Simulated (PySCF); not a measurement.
# InHF2 (SMILES [F][InH][F]) at 6 levels

Wanted: a comparison of 6 runs (BHLYP/def2-TZVP, M06-L/def2-TZVP, PBE/def2-TZVP, SVWN5/def2-TZVP, TPSS/def2-TZVP, revPBE/def2-TZVP) of InHF2. 

The results are computed with PySCF 2.14.0.

2 further runs of the same task are left out: 2 set aside as unsound or not needed.

## Step 1: The structure to begin with

The species is InHF2 (4 atoms), meant as a singlet with charge 0. As SMILES, `[F][InH][F]`. Geometry: relaxed at PBE0-D4/def2-TZVP.

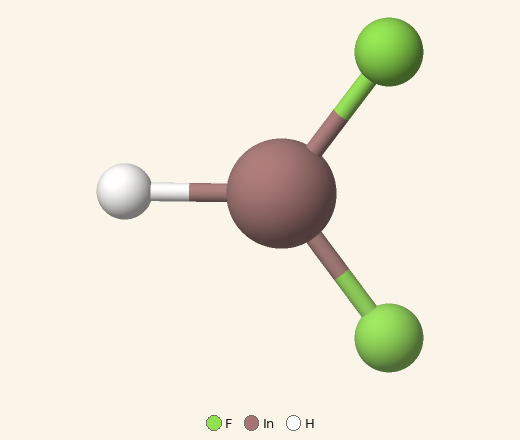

The structure, seen from a chosen angle (fluorine green, indium brown, hydrogen white).

## Step 2: A single-point energy at BHLYP/def2-TZVP (core potential) (run 1)

Input file calc.py:

```python
# [F][InH][F]
from pyscf import gto, dft

mol = gto.M(
    atom='''
F     -3.201763    -1.263849     0.456747
In     0.082770     0.215051    -0.167052
F      2.533745    -1.898608     1.532946
H      0.690506     2.833455    -1.861002
''',
    unit='bohr',
    ecp={'In': 'def2-svp'},
    max_memory=1860,
    spin=0,
    basis='def2-tzvp',
    verbose=3,
)

calc0 = dft.RKS(mol, xc='bhandhlyp')
calc0.conv_tol = 1e-10
calc0.grids.level = 5
calc0.kernel()
if not calc0.converged:
    calc0 = calc0.newton().run(calc0.mo_coeff, calc0.mo_occ)

etot = calc0.e_tot
print(f'total energy: {etot:.8f} hartree')
```

On the command line:

```bash
OMP_NUM_THREADS=1 python calc.py
```

The program printed:

```text
converged SCF energy = -390.407575444036
total energy: -390.40757544 hartree
```

It took 17 s on 1 thread of Arm Neoverse V1, shared host; peak memory 0.64 GiB.

## Step 3: The energy at M06-L/def2-TZVP (core potential) (run 2)

Input file geometry.xyz:

```xyz
4

F     -1.694300    -0.668800     0.241700
In     0.043800     0.113800    -0.088400
F      1.340800    -1.004700     0.811200
H      0.365400     1.499400    -0.984800
```

Input file job.py:

```python
# [F][InH][F]
from pyscf import gto, dft

mol = gto.Mole()
mol.atom = 'geometry.xyz'
mol.max_memory = 1860
mol.verbose = 4
mol.spin = 0
mol.charge = 0
mol.basis = 'def2-tzvp'
mol.ecp = {'In': 'def2-svp'}
mol.build()

mf = dft.RKS(mol)
mf.xc = 'm06-l'
mf.conv_tol = 1e-10
mf.grids.level = 5
mf.kernel()
if not mf.converged:
    mf = mf.newton().run(mf.mo_coeff, mf.mo_occ)

energy = mf.e_tot
print('E(%s) = %.9f' % ('M06-L', energy))
```

On the command line:

```bash
OMP_NUM_THREADS=1 python job.py
```

The program printed:

```text
PySCF version 2.14.0

[INPUT] num. atoms = 4
[INPUT] num. electrons = 40
[INPUT] charge = 0
[INPUT] spin (= nelec alpha-beta = 2S) = 0
[INPUT] symmetry False subgroup None
[INPUT] Mole.unit = angstrom
[INPUT] Symbol           X                Y                Z      unit          X                Y                Z       unit  Magmom
[INPUT]  1 F     -1.694300000000  -0.668800000000   0.241700000000 AA   -3.201762972851  -1.263848832109   0.456746804307 Bohr   0.0
[INPUT]  2 In     0.043800000000   0.113800000000  -0.088400000000 AA    0.082770004256   0.215050832976  -0.167051789412 Bohr   0.0
[INPUT]  3 F      1.340800000000  -1.004700000000   0.811200000000 AA    2.533744787817  -1.898607837351   1.532945832247 Bohr   0.0
[INPUT]  4 H      0.365400000000   1.499400000000  -0.984800000000 AA    0.690505925916   2.833455351173  -1.861002287472 Bohr   0.0

nuclear repulsion = 126.75363344091
number of shells = 42
number of NR pGTOs = 191
number of NR cGTOs = 118
basis = def2-tzvp
ecp = {'In': 'def2-svp'}

******** <class 'pyscf.dft.rks.RKS'> ********
method = RKS
initial guess = minao
damping factor = 0
level_shift factor = 0
DIIS = <class 'pyscf.scf.diis.CDIIS'>
diis_start_cycle = 1
diis_space = 8
diis_damp = 0
SCF conv_tol = 1e-10
SCF conv_tol_grad = None
SCF max_cycles = 50
direct_scf = True
direct_scf_tol = 1e-13
XC library pyscf.dft.libxc version 7.0.0
    S. Lehtola, C. Steigemann, M. J.T. Oliveira, and M. A.L. Marques.,  SoftwareX 7, 1–5 (2018)
XC functionals = m06-l
    Y. Zhao and D. G. Truhlar.,  Theor. Chem. Acc. 120, 215 (2008)
radial grids:
    Treutler-Ahlrichs [JCP 102, 346 (1995); DOI:10.1063/1.469408] (M4) radial grids

becke partition: Becke, JCP 88, 2547 (1988); DOI:10.1063/1.454033
pruning grids: <function nwchem_prune>
grids dens level: 5
symmetrized grids: False
atomic radii adjust function: <function treutler_atomic_radii_adjust>
small_rho_cutoff = 0
Set gradient conv threshold to 1e-05
Initial guess from minao.
tot grids = 158624
init E= -358.021328782153
  HOMO = -0.746535345444996  LUMO = -0.51585924830891  gap/eV = 6.27702
cycle= 1 E= -390.03058115109  delta_E=  -32  |g|= 1.93  |ddm|= 45.6
  HOMO = -0.108359752985531  LUMO = 0.000682687394652242  gap/eV = 2.96720
cycle= 2 E= -389.443950462266  delta_E= 0.587  |g|= 2.88  |ddm|= 7.04
  HOMO = -0.317953895668481  LUMO = -0.0809801932106728  gap/eV = 6.44838
cycle= 3 E= -390.65438606428  delta_E= -1.21  |g|= 0.308  |ddm|= 2.52
  HOMO = -0.275034061525868  LUMO = -0.0836684869151078  gap/eV = 5.20732
cycle= 4 E= -390.632342970714  delta_E= 0.022  |g|= 0.488  |ddm|= 0.627
  HOMO = -0.309564944288614  LUMO = -0.0858381693962973  gap/eV = 6.08792
cycle= 5 E= -390.671816793396  delta_E= -0.0395  |g|= 0.0247  |ddm|= 0.386
  HOMO = -0.310694092788832  LUMO = -0.0867663599297075  gap/eV = 6.09338
cycle= 6 E= -390.671898187642  delta_E= -8.14e-05  |g|= 0.0096  |ddm|= 0.0219
  HOMO = -0.311750934460412  LUMO = -0.0874313849808417  gap/eV = 6.10405
cycle= 7 E= -390.671910980576  delta_E= -1.28e-05  |g|= 0.00154  |ddm|= 0.00958
  HOMO = -0.311896039633195  LUMO = -0.087452641615279  gap/eV = 6.10742
cycle= 8 E= -390.67191162313  delta_E= -6.43e-07  |g|= 0.000346  |ddm|= 0.00307
  HOMO = -0.311891986994351  LUMO = -0.0874563776600106  gap/eV = 6.10720
cycle= 9 E= -390.671911675171  delta_E= -5.2e-08  |g|= 8.89e-05  |ddm|= 0.000999
  HOMO = -0.311890071206566  LUMO = -0.0874553099056175  gap/eV = 6.10718
cycle= 10 E= -390.671911675983  delta_E= -8.12e-10  |g|= 7.67e-05  |ddm|= 0.000143
  HOMO = -0.311889260221843  LUMO = -0.0874551645871188  gap/eV = 6.10716
cycle= 11 E= -390.671911676965  delta_E= -9.82e-10  |g|= 1.07e-05  |ddm|= 6.38e-05
  HOMO = -0.31188931934083  LUMO = -0.0874558299678053  gap/eV = 6.10715
cycle= 12 E= -390.671911676992  delta_E= -2.75e-11  |g|= 2.68e-06  |ddm|= 2.43e-05
  HOMO = -0.311889836554603  LUMO = -0.0874557127557479  gap/eV = 6.10716
Extra cycle  E= -390.671911676989  delta_E= 3.18e-12  |g|= 6.23e-06  |ddm|= 6.99e-06
converged SCF energy = -390.671911676989
E(M06-L) = -390.671911677
```

It took 39 s on 1 thread of Arm Neoverse V1, shared host; peak memory 0.7 GiB.

Runs 3 to 5 aren't shown in full; the table further down has their settings and results.

## Step 4: A single-point energy at revPBE/def2-TZVP (core potential) (run 6)

Input file input.py:

```python
from pyscf import gto, dft

mol = gto.M(
    atom=[
    ('F', (-1.694300, -0.668800, 0.241700)),
    ('In', (0.043800, 0.113800, -0.088400)),
    ('F', (1.340800, -1.004700, 0.811200)),
    ('H', (0.365400, 1.499400, -0.984800)),
],
    charge=0,
    verbose=3,
    spin=0,
    max_memory=1860,
    basis='def2-tzvp',
    ecp={'In': 'def2-svp'},
)

myscf = dft.RKS(mol)
myscf.xc = 'revpbe'
myscf.grids.level = 5
myscf.conv_tol = 1e-10
myscf.kernel()
if not myscf.converged:
    myscf = myscf.newton().run(myscf.mo_coeff, myscf.mo_occ)

e_tot = myscf.e_tot
print('Final energy', e_tot)
```

On the command line:

```bash
OMP_NUM_THREADS=1 python input.py
```

The program printed:

```text
converged SCF energy = -390.544980280457
Final energy -390.54498028045737
```

It took 18 s on 1 thread of Arm Neoverse V1, shared host; peak memory 0.63 GiB.

## Step 5: The series

| run | level | energy (Eh) | dipole moment (D) | HOMO energy (eV) | LUMO energy (eV) | wall time |
| --- | --- | --- | --- | --- | --- | --- |
| 1 | BHLYP/def2-TZVP (core potential) | -390.407575 | 3.72 | -11.51 | -1.19 | 17 s |
| 2 | M06-L/def2-TZVP (core potential) | -390.671912 | 3.40 | -8.49 | -2.38 | 39 s |
| 3 | PBE/def2-TZVP (core potential) | -390.375402 | 3.31 | -8.23 | -2.79 | 18 s |
| 4 | SVWN5/def2-TZVP (core potential) | -388.979717 | 3.48 | -8.47 | -3.08 | 12 s |
| 5 | TPSS/def2-TZVP (core potential) | -390.499166 | 3.26 | -8.35 | -2.62 | 40 s |
| 6 | revPBE/def2-TZVP (core potential) | -390.544980 | 3.26 | -8.14 | -2.67 | 18 s |

## Step 6: Results

| quantity | value |
| --- | --- |
| run 6: total energy | -390.54498 Eh |
| run 6: dipole moment | 3.26 D |
| run 6: HOMO energy | -8.14 eV |
| run 6: LUMO energy | -2.67 eV |
| run 6: HOMO–LUMO gap | 5.47 eV |

**Reading.** The dipole moment (its size) runs from 3.26 D (TPSS/def2-TZVP) to 3.72 D (BHLYP/def2-TZVP). The HOMO–LUMO gap runs from 5.40 eV (SVWN5/def2-TZVP) to 10.32 eV (BHLYP/def2-TZVP). Totals of different functionals can't be ranked against each other. All runs together took 2.4 min, the longest 40 s.
